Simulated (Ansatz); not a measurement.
## Two runs on C₂H₉NSn

System: C₂H₉NSn (SnH3(NHEt)).
Method of run A: RKS LC-wPBE with omega 0.1 1/bohr/def2-TZVP (Ansatz 0.2.0).

The geometry comes from this level: PBE-D4/def2-SVP. Text and figures count atoms from 1; the logs count them from 0 in places.

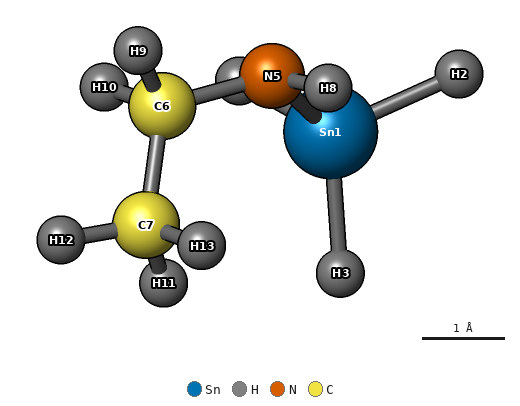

The structure (ball-and-stick view, seen at a tilt; atoms are numbered from 1 in the order of the input). Sticks mark near contacts. Bond lengths as drawn: C–C 1.53 Å, C–H 1.11 to 1.12 Å, C–N 1.46 Å, H–N 1.03 Å, H–Sn 1.73 to 1.74 Å and N–Sn 2.07 Å.

Input, run A:
```yaml
crystal:
  periodic: [false, false, false]
  atoms:
    - {symbol: Sn, position_ang: [0.513689, 1.639608, 1.139355]}
    - {symbol: H, position_ang: [0.328612, 1.996928, 2.818821]}
    - {symbol: H, position_ang: [2.199310, 1.380166, 0.778277]}
    - {symbol: H, position_ang: [-0.105595, 2.895515, 0.127744]}
    - {symbol: N, position_ang: [-0.748929, 0.033492, 0.794502]}
    - {symbol: C, position_ang: [-0.882536, -0.512073, -0.551595]}
    - {symbol: C, position_ang: [0.310530, -1.312699, -1.086979]}
    - {symbol: H, position_ang: [-0.595394, -0.716559, 1.481122]}
    - {symbol: H, position_ang: [-1.792116, -1.158243, -0.581730]}
    - {symbol: H, position_ang: [-1.103150, 0.329568, -1.246429]}
    - {symbol: H, position_ang: [1.226424, -0.686688, -1.143601]}
    - {symbol: H, position_ang: [0.110677, -1.713066, -2.103421]}
    - {symbol: H, position_ang: [0.538468, -2.175960, -0.426066]}
basis:
  gaussian: {orbitals: def2-TZVP, initial_orbitals: start.molden}
hamiltonian: {xc: {name: LC-wPBE, parameters: {omega: 0.1/bohr}}}
scf: {omitted_lower_state_checks: [starts]}
output: {orbitals: {seedname: orbitals}}
```

Command:
```bash
ansatz run in.yaml --threads 4 --pin off --events-out ev --progress --plain --max-ram 3916MiB
```

Hardware: 4 threads of Arm Neoverse V2, 23 GiB of memory available, shared host.

Output (run A):
```
Functional definition: LC-wPBE
  parameter omega = 0.4/bohr
  exchange = pbe_x_sr(omega) + exact_x_lr(omega)
  correlation = pbe_c
  with omega = 0.1/bohr from the input
these checks for a lower state are left out or cut short: starts
1299 factors; their error is unknown
103 factors; integrals over basis functions are off by at most 2.5e-7 eV
mean field evaluation 1: about -9538.6740 eV, gradient 8.9e0 eV
mean field evaluation 2: about -9538.7814 eV, gradient 1.0e-1 eV
mean field evaluation 4: about -9538.7498 eV, gradient 3.9e-4 eV
mean field -9538.74975265 eV, -350.5425878130 hartree, gradient 2.6e-5 eV, S^2 0.000000; 0 other end points of the search recorded, 0 dependent functions left out
reference -9538.74975283 eV, -350.5425878197 hartree; 25, 25 occupied and 172, 172 virtual orbitals, 1299 factors
Total energy: -9538.74975283 eV, -350.5425878197 hartree
Checks for a lower state left out: starts
```

The input of run B differs as follows (lines with − go, lines with + come):
```diff
+total_charge: 1
+magnetization: {spin_polarized: true, initial_magnetization: 1}
```

What does this change do to the results?

The two differ by one electron: at this geometry, removing it changes the energy by 8.32 eV. The HOMO goes from −6.64 to −14.12 eV. The LUMO goes from 0.42 to −9.92 eV. On the same kind of shared host run B took about 2.1 times as long.

Output (run B):
```
Functional definition: LC-wPBE
  parameter omega = 0.4/bohr
  exchange = pbe_x_sr(omega) + exact_x_lr(omega)
  correlation = pbe_c
  with omega = 0.1/bohr from the input
these checks for a lower state are left out or cut short: starts
1299 factors; their error is unknown
103 factors; integrals over basis functions are off by at most 2.5e-7 eV
mean field evaluation 1: about -9530.3251 eV, gradient 6.2e0 eV
mean field evaluation 2: about -9530.4575 eV, gradient 2.2e-1 eV
mean field evaluation 4: about -9530.4269 eV, gradient 1.6e-2 eV
mean field evaluation 8: about -9530.4269 eV, gradient 2.6e-5 eV
mean field -9530.42686516 eV, -350.2367273394 hartree, gradient 2.6e-5 eV, S^2 0.754561; 0 other end points of the search recorded, 0 dependent functions left out
reference -9530.42686534 eV, -350.2367273458 hartree; 25, 24 occupied and 172, 173 virtual orbitals, 1299 factors
Total energy: -9530.42686534 eV, -350.2367273458 hartree
Checks for a lower state left out: starts
```

The two runs side by side:

| quantity | run A | run B |
| --- | --- | --- |
| outcome | converged | converged |
| total energy (hartree) | −350.542588 | −350.236727 |
| HOMO (eV) | −6.64 | −14.12 |
| LUMO (eV) | 0.42 | −9.92 |
| basis functions | 197 | 197 |
| ⟨S²⟩ | – | 0.755 |
| wall time (shared host) | 2 s | 4.3 s |
